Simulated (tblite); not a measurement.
**C$_{3}$H$_{10}$BClS: geometry relaxation (part 1 of 3)**

The run: geometry relaxation of C$_{3}$H$_{10}$BClS, SMILES C[S+](C)[BH2-]CCl. Method and program: GFN2-xTB geometry optimisation, gas phase (tblite 0.8.0).

It belongs to a series of runs on one base structure; here: H on B replaced by CH2Cl.

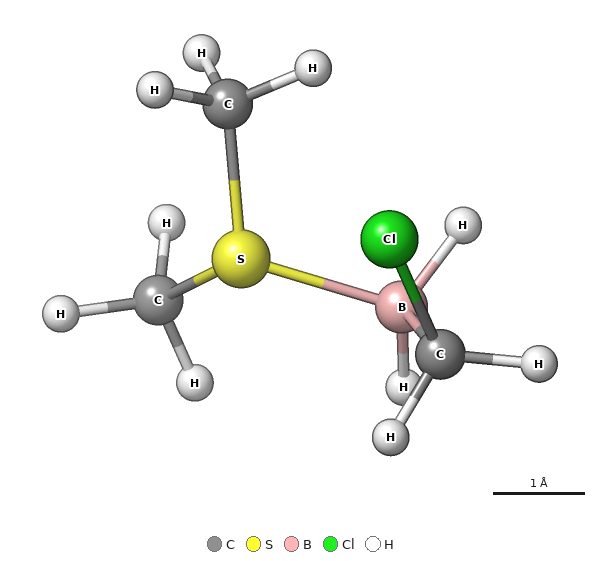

Figure 1. The starting structure (ball-and-stick view, seen at a tilt).

Key numbers

| quantity | value |
| --- | --- |
| outcome | converged |
| total energy | −559.0426 eV |
| hardware | 1 CPU thread, shared host |
| wall time | 1.3 s |
| peak memory | 0.18 GiB |

The input
```
{"job": {"kind": "relax", "xc": "GFN2-xTB", "basis": "xTB"}, "charge": 0, "multiplicity": 1}
C     -0.821100     1.704200     0.105200
S     -0.448200     0.015800     0.423500
C     -1.878600    -1.022700     0.255200
B      0.922600    -0.625200    -0.667200
C      2.266500    -0.425800     0.202500
Cl     2.156100     1.246400     0.820200
H     -1.752800     1.781000    -0.526400
H      0.018200     2.195500    -0.408100
H     -1.022900     2.228200     1.062500
H     -2.475100    -0.973000     1.207300
H     -1.579700    -2.053200     0.049100
H     -2.462600    -0.595400    -0.585800
H      0.991600    -0.010700    -1.669700
H      0.717900    -1.781100    -0.865600
H      2.221600    -1.122800     1.037700
H      3.138800    -0.552400    -0.451700
```

The first line tells a small driver script what to run in tblite; the rest is the geometry in Å.

Run as:
```bash
OMP_NUM_THREADS=1 python <driver script> task.json out
```

What the program printed
```
step      E/eV     max force
  0    -558.20846    2.921
  1    -558.49668    1.718
  2    -558.63782    0.684
  3    -558.69455    0.691
  4    -558.73833    0.393
  5    -558.75798    0.327
  6    -558.77673    0.331
  7    -558.79596    0.391
  8    -558.81225    0.303
  9    -558.82252    0.285
 10    -558.83012    0.267
 11    -558.83720    0.250
 12    -558.84437    0.227
 13    -558.85233    0.244
 14    -558.86096    0.295
 15    -558.86973    0.266
 16    -558.87818    0.324
 17    -558.88567    0.260
 18    -558.89096    0.149
 19    -558.89408    0.128
 20    -558.89613    0.130
 21    -558.89806    0.147
 22    -558.90037    0.112
 23    -558.90289    0.123
 24    -558.90508    0.123
 25    -558.90679    0.088
 26    -558.90838    0.091
 27    -558.91024    0.103
 28    -558.91240    0.130
 29    -558.91473    0.146
 30    -558.91745    0.150
 31    -558.92109    0.178
 32    -558.92589    0.197
 33    -558.93162    0.209
 34    -558.93714    0.178
 35    -558.94082    0.139
 36    -558.94345    0.140
 37    -558.94679    0.158
 38    -558.95105    0.283
 39    -558.95545    0.299
 40    -558.96277    0.234
 41    -558.97159    0.153
 42    -558.97551    0.157
 43    -558.98723    0.210
 44    -558.99251    0.168
 45    -558.99577    0.156
 46    -558.99828    0.107
 47    -559.00049    0.114
 48    -559.00452    0.127
 49    -559.00734    0.119
 50    -559.00972    0.114
 51    -559.01183    0.119
 52    -559.01464    0.113
 53    -559.01712    0.100
 54    -559.01881    0.074
 55    -559.01996    0.074
 56    -559.02117    0.094
 57    -559.02242    0.129
 58    -559.02416    0.094
 59    -559.02610    0.072
 60    -559.02707    0.070
 61    -559.02791    0.071
 62    -559.02865    0.063
 63    -559.02925    0.056
 64    -559.02984    0.055
 65    -559.03063    0.064
 66    -559.03152    0.082
 67    -559.03225    0.083
 68    -559.03279    0.067
 69    -559.03329    0.055
 70    -559.03379    0.048
 71    -559.03416    0.034
 72    -559.03434    0.028
 73    -559.03448    0.028
 74    -559.03463    0.027
 75    -559.03490    0.026
 76    -559.03506    0.030
 77    -559.03517    0.033
 78    -559.03526    0.032
 79    -559.03543    0.032
 80    -559.03567    0.040
 81    -559.03596    0.040
 82    -559.03623    0.033
 83    -559.03647    0.039
 84    -559.03677    0.040
 85    -559.03721    0.043
 86    -559.03777    0.055
 87    -559.03825    0.054
 88    -559.03855    0.041
 89    -559.03872    0.033
 90    -559.03886    0.035
 91    -559.03900    0.028
 92    -559.03910    0.020
 93    -559.03917    0.021
 94    -559.03924    0.021
 95    -559.03936    0.028
 96    -559.03958    0.034
 97    -559.03994    0.046
 98    -559.04038    0.049
 99    -559.04077    0.037
100    -559.04105    0.033
101    -559.04126    0.033
102    -559.04143    0.030
103    -559.04158    0.032
104    -559.04168    0.021
105    -559.04179    0.016
106    -559.04186    0.016
107    -559.04190    0.012
108    -559.04193    0.010
109    -559.04195    0.011
110    -559.04197    0.011
111    -559.04200    0.012
112    -559.04203    0.015
113    -559.04207    0.014
114    -559.04212    0.016
115    -559.04219    0.019
116    -559.04228    0.023
117    -559.04238    0.024
118    -559.04245    0.018
119    -559.04250    0.016
120    -559.04254    0.014
121    -559.04256    0.011
122    -559.04259    0.013
123    -559.04261    0.014
124    -559.04262    0.008
```

Trajectory as extended XYZ (Å, eV, eV/Å), 30 of the 125 frames kept, from step=0 to step=124
```
16
Properties=species:S:1:pos:R:3:forces:R:3 step=0 energy=-558.20846
C    -0.8211    1.7042    0.1052   -1.7680   1.5880  -0.8820
S    -0.4482    0.0158    0.4235    1.2850  -0.6960   2.5290
C    -1.8786   -1.0227    0.2552   -1.8510   0.4010  -0.2840
B     0.9226   -0.6252   -0.6672    0.5730  -0.7790  -1.5470
C     2.2665   -0.4258    0.2025   -0.5720  -0.1310  -0.4660
Cl    2.1561    1.2464    0.8202    0.7600  -0.0460   0.3080
H    -1.7528    1.7810   -0.5264    0.8970   0.0220   0.4650
H     0.0182    2.1955   -0.4081   -0.3590  -0.3610   0.2060
H    -1.0229    2.2282    1.0625    0.2030  -0.3630  -0.5490
H    -2.4751   -0.9730    1.2073    0.5020  -0.0940  -0.9670
H    -1.5797   -2.0532    0.0491    0.0210   0.4200   0.0400
H    -2.4626   -0.5954   -0.5858    0.0160  -0.6170   0.4630
H     0.9916   -0.0107   -1.6697   -0.2500   0.2260  -0.2640
H     0.7179   -1.7811   -0.8656   -0.1310  -0.0420   0.0430
H     2.2216   -1.1228    1.0377    0.6490   0.3030   0.1740
H     3.1388   -0.5524   -0.4517    0.0250   0.1690   0.7300
16
Properties=species:S:1:pos:R:3:forces:R:3 step=4 energy=-558.73833
C    -0.8640    1.7278    0.0929    0.0450  -0.3600   0.1510
S    -0.4101    0.0022    0.5732   -0.2280   0.1000  -0.2730
C    -1.9134   -0.9982    0.2471    0.1400   0.2000   0.0910
B     0.9484   -0.6649   -0.7470   -0.1400   0.0940   0.1810
C     2.2411   -0.4364    0.1759    0.2410   0.0470   0.0290
Cl    2.2240    1.2346    0.8430    0.2540  -0.0820   0.0360
H    -1.7464    1.7807   -0.5337    0.0190  -0.1830   0.0070
H    -0.0071    2.1726   -0.4020   -0.0290  -0.1280  -0.0430
H    -1.0227    2.2272    1.0396   -0.1430   0.2090   0.0130
H    -2.4786   -0.9787    1.1688   -0.2910  -0.0050  -0.0010
H    -1.5853   -2.0132    0.0501    0.0540   0.0610  -0.0460
H    -2.4875   -0.6202   -0.5885    0.0300   0.0600  -0.0250
H     0.9586    0.0167   -1.7090   -0.2960   0.0040  -0.0420
H     0.7020   -1.8105   -0.8754   -0.0720  -0.0820  -0.1560
H     2.2757   -1.0926    1.0457    0.1060   0.0460   0.0040
H     3.1577   -0.5382   -0.3923    0.3100   0.0200   0.0720
16
Properties=species:S:1:pos:R:3:forces:R:3 step=9 energy=-558.82252
C    -0.8755    1.6998    0.1137    0.0120   0.0300  -0.0630
S    -0.4210   -0.0004    0.5832    0.0530  -0.0580   0.2740
C    -1.9257   -0.9711    0.2564   -0.0250  -0.0480  -0.0630
B     0.9390   -0.6596   -0.7363    0.1660   0.0090   0.0110
C     2.2854   -0.4343    0.1647   -0.0130  -0.0110  -0.0270
Cl    2.3120    1.2233    0.8607    0.0470   0.0740  -0.0250
H    -1.7420    1.7227   -0.5316   -0.1300  -0.1220  -0.0590
H    -0.0248    2.1239   -0.4045    0.0980   0.0220  -0.0240
H    -1.0589    2.2655    1.0220   -0.0460  -0.0400   0.0020
H    -2.5459   -0.9763    1.1468   -0.0260   0.0520  -0.0120
H    -1.5752   -1.9743    0.0450   -0.0450  -0.0900   0.0260
H    -2.4813   -0.6038   -0.5952    0.0140   0.1370  -0.0970
H     0.8686    0.0162   -1.7101   -0.0590   0.0010   0.1550
H     0.6841   -1.8115   -0.9107    0.0510   0.1710   0.0870
H     2.3185   -1.0787    1.0458   -0.0060  -0.0700  -0.0900
H     3.2350   -0.5325   -0.3616   -0.0920  -0.0560  -0.0940
16
Properties=species:S:1:pos:R:3:forces:R:3 step=13 energy=-558.85233
C    -0.8799    1.6892    0.1091   -0.0020  -0.1350   0.0410
S    -0.4233   -0.0084    0.6345   -0.0900   0.0670  -0.0480
C    -1.9363   -0.9681    0.2488    0.0870   0.0690   0.0300
B     0.9615   -0.6466   -0.7153   -0.2240   0.0680   0.0690
C     2.3077   -0.4299    0.1582    0.0070   0.0510   0.0300
Cl    2.3601    1.2316    0.8586    0.0520  -0.0590  -0.0370
H    -1.7553    1.6647   -0.5358    0.1510  -0.0290   0.0270
H    -0.0175    2.1044   -0.4080   -0.1300  -0.0380   0.0360
H    -1.0855    2.2696    1.0068    0.0010  -0.0540  -0.1000
H    -2.5790   -0.9622    1.1270    0.0240   0.0180  -0.1050
H    -1.5872   -1.9771    0.0478   -0.1360   0.0380  -0.0190
H    -2.4628   -0.5660   -0.6131    0.1450  -0.0390   0.0490
H     0.8176    0.0240   -1.6734    0.0570   0.1960   0.0100
H     0.6909   -1.7800   -0.9026    0.0540  -0.1490   0.1070
H     2.3338   -1.0916    1.0251    0.0460   0.0070   0.0140
H     3.2476   -0.5448   -0.3790   -0.0440  -0.0100  -0.1040
16
Properties=species:S:1:pos:R:3:forces:R:3 step=17 energy=-558.88567
C    -0.8848    1.6480    0.1116   -0.0330   0.0790   0.0250
S    -0.4342   -0.0132    0.6934    0.1970  -0.1580  -0.0630
C    -1.9295   -0.9521    0.2442   -0.0780  -0.0400   0.0080
B     0.9384   -0.6172   -0.6725   -0.0170  -0.0610  -0.0030
C     2.3259   -0.4195    0.1509   -0.1190  -0.0860  -0.0750
Cl    2.4329    1.2318    0.8474    0.0720   0.0040   0.0310
H    -1.7430    1.5864   -0.5443   -0.0150   0.0090  -0.1070
H    -0.0334    2.0732   -0.4065    0.0480  -0.0370  -0.0240
H    -1.1196    2.2618    0.9719   -0.0480   0.0490   0.1130
H    -2.6155   -0.9369    1.0829   -0.0710   0.0550   0.0660
H    -1.6348   -1.9762    0.0459    0.0590   0.0000  -0.0290
H    -2.4032   -0.5259   -0.6316    0.0530  -0.0200  -0.0850
H     0.7742    0.0826   -1.6163    0.0400  -0.0190   0.1070
H     0.7145   -1.7688   -0.8590   -0.0460   0.0640   0.0280
H     2.3658   -1.1031    1.0019    0.0830   0.1080   0.0450
H     3.2388   -0.5620   -0.4311   -0.1260   0.0520  -0.0370
16
Properties=species:S:1:pos:R:3:forces:R:3 step=21 energy=-558.89806
C    -0.8880    1.6411    0.1164    0.0080  -0.0080  -0.0010
S    -0.4235   -0.0277    0.6988   -0.1280   0.0700   0.0140
C    -1.9326   -0.9520    0.2438    0.0050  -0.0020  -0.0200
B     0.9270   -0.6150   -0.6578    0.0000  -0.0070   0.0260
C     2.3174   -0.4217    0.1455    0.0540   0.0550   0.0630
Cl    2.4614    1.2301    0.8454    0.0210   0.0170  -0.0090
H    -1.7354    1.5679   -0.5587    0.0530   0.0250   0.0330
H    -0.0331    2.0602   -0.4053    0.0080  -0.0110   0.0710
H    -1.1349    2.2602    0.9748   -0.0060  -0.0640  -0.0330
H    -2.6314   -0.9197    1.0758    0.0210   0.0300  -0.0630
H    -1.6429   -1.9779    0.0428    0.0150   0.0070   0.0450
H    -2.3751   -0.5203   -0.6476    0.0080  -0.0450  -0.0040
H     0.7722    0.0996   -1.5868   -0.0030  -0.0340  -0.0330
H     0.7123   -1.7637   -0.8420   -0.0770  -0.0370  -0.0530
H     2.3869   -1.0918    1.0029    0.0440   0.0020   0.0360
H     3.2122   -0.5603   -0.4594   -0.0240   0.0030  -0.0730
16
Properties=species:S:1:pos:R:3:forces:R:3 step=26 energy=-558.90838
C    -0.8898    1.6293    0.1220    0.0220  -0.0140   0.0220
S    -0.4426   -0.0297    0.7231    0.0630  -0.0320   0.0080
C    -1.9367   -0.9498    0.2337    0.0270   0.0060  -0.0050
B     0.9155   -0.6144   -0.6294   -0.0100   0.0190   0.0260
C     2.3244   -0.4141    0.1510   -0.0360  -0.0300  -0.0480
Cl    2.5115    1.2391    0.8394   -0.0280  -0.0070  -0.0590
H    -1.7172    1.5501   -0.5715   -0.0270   0.0380  -0.0520
H    -0.0220    2.0419   -0.3781    0.0560   0.0560   0.0440
H    -1.1615    2.2444    0.9710   -0.0260   0.0550   0.0460
H    -2.6555   -0.8898    1.0432   -0.0730  -0.0190  -0.0130
H    -1.6464   -1.9790    0.0592   -0.0080  -0.0390   0.0500
H    -2.3435   -0.5275   -0.6765   -0.0290  -0.0390  -0.0670
H     0.7591    0.1027   -1.5590   -0.0050  -0.0270   0.0060
H     0.6837   -1.7596   -0.8391    0.0240   0.0350   0.0530
H     2.4349   -1.0775    1.0109    0.0280  -0.0040  -0.0620
H     3.1785   -0.5571   -0.5112    0.0220   0.0010   0.0510
16
Properties=species:S:1:pos:R:3:forces:R:3 step=30 energy=-558.91745
C    -0.8851    1.6302    0.1315   -0.0140   0.0690   0.0380
S    -0.4480   -0.0337    0.7345   -0.1120   0.0510  -0.0340
C    -1.9375   -0.9523    0.2217   -0.0730  -0.0440   0.0180
B     0.8972   -0.6110   -0.6027    0.1040  -0.0440  -0.0990
C     2.3229   -0.4148    0.1444    0.0530   0.0540   0.0100
Cl    2.5245    1.2495    0.8113   -0.0290  -0.0510  -0.0400
H    -1.6972    1.5660   -0.5885    0.1300  -0.0050   0.0250
H     0.0037    2.0526   -0.3279   -0.0450   0.0000   0.0340
H    -1.1838    2.2398    0.9786   -0.0200   0.0000   0.0080
H    -2.6855   -0.8751    1.0052   -0.0150   0.0400  -0.0100
H    -1.6492   -1.9907    0.0977   -0.0010   0.0060  -0.0080
H    -2.3296   -0.5626   -0.7134    0.1020  -0.0520   0.0190
H     0.7568    0.0879   -1.5463   -0.0670   0.0660  -0.0080
H     0.6653   -1.7507   -0.8213    0.0170  -0.0930   0.0790
H     2.4771   -1.0723    1.0017   -0.0540   0.0040  -0.0250
H     3.1607   -0.5538   -0.5380    0.0220  -0.0020  -0.0100
16
Properties=species:S:1:pos:R:3:forces:R:3 step=34 energy=-558.93714
C    -0.8797    1.6397    0.1679   -0.0270   0.0330  -0.0130
S    -0.4880   -0.0343    0.7665    0.0450  -0.0590   0.0240
C    -1.9568   -0.9647    0.2028   -0.0050   0.0160  -0.0120
B     0.8875   -0.6131   -0.5711   -0.0600  -0.0480  -0.0220
C     2.3361   -0.4052    0.1216    0.0080  -0.0690  -0.0810
Cl    2.5645    1.2584    0.7394    0.0140   0.1550   0.0870
H    -1.6168    1.5776   -0.6261    0.0240   0.0210   0.0170
H     0.0421    2.0696   -0.2130   -0.0100   0.0020   0.0650
H    -1.2505    2.2373    0.9954   -0.0380  -0.0330  -0.0240
H    -2.7693   -0.8249    0.9137    0.0840   0.0420  -0.0810
H    -1.6685   -2.0124    0.1744   -0.0360   0.0710   0.0220
H    -2.2528   -0.6425   -0.7930    0.0720  -0.0240   0.0830
H     0.7134    0.0937   -1.5072   -0.0460  -0.0800  -0.0020
H     0.6439   -1.7598   -0.7438    0.0530  -0.0260  -0.0410
H     2.5536   -1.0596    0.9661   -0.1300   0.0090   0.0620
H     3.1337   -0.5509   -0.6050    0.0530  -0.0090  -0.0840
16
Properties=species:S:1:pos:R:3:forces:R:3 step=38 energy=-558.95105
C    -0.8743    1.6549    0.2035    0.0410  -0.1290   0.0460
S    -0.5111   -0.0403    0.7885    0.1320   0.0710  -0.0210
C    -1.9614   -0.9713    0.1859    0.1780   0.0450   0.0570
B     0.8698   -0.6310   -0.5535    0.0520   0.0140   0.0170
C     2.3472   -0.4026    0.0822   -0.1270   0.2320   0.1020
Cl    2.5820    1.2930    0.6870   -0.0040  -0.2460  -0.0830
H    -1.5328    1.6163   -0.6552   -0.0190  -0.0340  -0.0400
H     0.0763    2.0988   -0.0745    0.0180  -0.0100   0.0330
H    -1.3211    2.2266    1.0094   -0.0640  -0.0460   0.0260
H    -2.8194   -0.7691    0.8093   -0.1150   0.1210   0.1270
H    -1.6949   -2.0166    0.2606    0.0180  -0.1380   0.0440
H    -2.1704   -0.7350   -0.8451    0.0260   0.1190  -0.2220
H     0.6624    0.0592   -1.4915   -0.0660  -0.0790  -0.0730
H     0.6418   -1.7860   -0.6899    0.0220   0.0000  -0.0600
H     2.5709   -1.0391    0.9409   -0.0160   0.0730  -0.0490
H     3.1273   -0.5488   -0.6690   -0.0750   0.0070   0.0950
16
Properties=species:S:1:pos:R:3:forces:R:3 step=43 energy=-558.98723
C    -0.8646    1.6429    0.2538    0.0550   0.0600  -0.0060
S    -0.4889   -0.0517    0.8113   -0.0420  -0.1040   0.0000
C    -1.9318   -0.9616    0.1713   -0.0770  -0.0260  -0.0230
B     0.8447   -0.6547   -0.5495   -0.0380   0.0280  -0.0650
C     2.3212   -0.3601    0.0406   -0.1400  -0.1070   0.0200
Cl    2.6040    1.3068    0.6222   -0.0410   0.2030  -0.0370
H    -1.4136    1.6373   -0.6835    0.0840  -0.1180   0.0220
H     0.1006    2.1282    0.1201   -0.0810   0.0030   0.0150
H    -1.4361    2.1651    1.0173    0.0220  -0.1040   0.0040
H    -2.8369   -0.6391    0.6835    0.1160   0.0200  -0.0540
H    -1.7504   -2.0170    0.3760   -0.0340   0.1760  -0.0360
H    -2.0104   -0.8051   -0.9037    0.0050  -0.0270   0.1340
H     0.5590   -0.0275   -1.5088    0.0010   0.0260  -0.1090
H     0.6795   -1.8292   -0.6518   -0.0380   0.1050   0.0430
H     2.5345   -0.9818    0.9049    0.1220  -0.1240   0.1080
H     3.0816   -0.5437   -0.7152    0.0870  -0.0110  -0.0170
16
Properties=species:S:1:pos:R:3:forces:R:3 step=47 energy=-559.00049
C    -0.8578    1.6383    0.2651    0.0050  -0.0550   0.0110
S    -0.4896   -0.0615    0.8161    0.0840   0.0130  -0.0150
C    -1.9309   -0.9577    0.1660    0.0120   0.0410   0.0200
B     0.8312   -0.6509   -0.5551    0.0700   0.0130   0.0090
C     2.3090   -0.3613    0.0393    0.1110   0.0260  -0.0020
Cl    2.6005    1.3267    0.5975   -0.0740  -0.0370  -0.0490
H    -1.3781    1.6235   -0.6877    0.0590  -0.0590   0.0170
H     0.1018    2.1381    0.1620   -0.0360  -0.0080   0.0170
H    -1.4576    2.1371    1.0203   -0.0120  -0.0350   0.0000
H    -2.8329   -0.6065    0.6542   -0.0370   0.0350  -0.0030
H    -1.7656   -2.0052    0.3991   -0.0470   0.0220  -0.0280
H    -1.9790   -0.8205   -0.9091   -0.0410  -0.0240  -0.0020
H     0.5401   -0.0399   -1.5289    0.0410   0.0050   0.0300
H     0.6795   -1.8249   -0.6380   -0.0820   0.0040  -0.0090
H     2.5474   -0.9834    0.9051   -0.0310   0.0590  -0.0160
H     3.0745   -0.5430   -0.7175   -0.0220   0.0020   0.0200
16
Properties=species:S:1:pos:R:3:forces:R:3 step=51 energy=-559.01183
C    -0.8470    1.6174    0.2936    0.0140   0.0500  -0.0090
S    -0.4645   -0.0769    0.8260   -0.0810  -0.0240   0.0060
C    -1.9214   -0.9384    0.1622   -0.0540  -0.0570  -0.0250
B     0.8315   -0.6550   -0.5584   -0.0380  -0.0610   0.0150
C     2.3094   -0.3484    0.0232   -0.0650  -0.0150  -0.0520
Cl    2.5781    1.3504    0.5446   -0.0030  -0.0060  -0.0250
H    -1.2962    1.5963   -0.6948    0.0020   0.0000   0.0460
H     0.0968    2.1549    0.2565   -0.0120  -0.0130   0.0320
H    -1.5086    2.0787    1.0218   -0.0170  -0.0270  -0.0650
H    -2.8337   -0.5320    0.5908    0.0810   0.0190  -0.0070
H    -1.8134   -1.9825    0.4389   -0.0450   0.0100   0.0320
H    -1.9222   -0.8604   -0.9215   -0.0330   0.0520   0.0390
H     0.5159   -0.0674   -1.5397    0.0750   0.0370   0.0530
H     0.6652   -1.8289   -0.6155    0.0110  -0.0290  -0.0400
H     2.5412   -0.9559    0.8995    0.0460   0.0630  -0.0070
H     3.0613   -0.5430   -0.7387    0.1190   0.0020   0.0080
16
Properties=species:S:1:pos:R:3:forces:R:3 step=56 energy=-559.02117
C    -0.8383    1.6040    0.3145   -0.0460  -0.0330   0.0030
S    -0.4662   -0.0954    0.8371    0.0400   0.0030  -0.0120
C    -1.9280   -0.9326    0.1562   -0.0220   0.0210   0.0140
B     0.8290   -0.6723   -0.5561    0.0520   0.0230  -0.0160
C     2.3128   -0.3464    0.0002    0.0870  -0.0150   0.0320
Cl    2.5579    1.3657    0.4885    0.0020   0.0440  -0.0340
H    -1.2344    1.5786   -0.6935   -0.0070   0.0480  -0.0570
H     0.0917    2.1625    0.3360    0.0260  -0.0180   0.0270
H    -1.5538    2.0367    1.0052   -0.0360   0.0230   0.0070
H    -2.8295   -0.4745    0.5462   -0.0340   0.0280   0.0530
H    -1.8667   -1.9662    0.4757   -0.0430  -0.0530  -0.0020
H    -1.9043   -0.8814   -0.9272    0.0060   0.0060  -0.0150
H     0.5242   -0.0678   -1.5290   -0.0220  -0.0060   0.0100
H     0.6483   -1.8429   -0.6129    0.0620  -0.0330  -0.0500
H     2.5634   -0.9182    0.8935    0.0100  -0.0350   0.0360
H     3.0862   -0.5410   -0.7460   -0.0760  -0.0040   0.0060
```
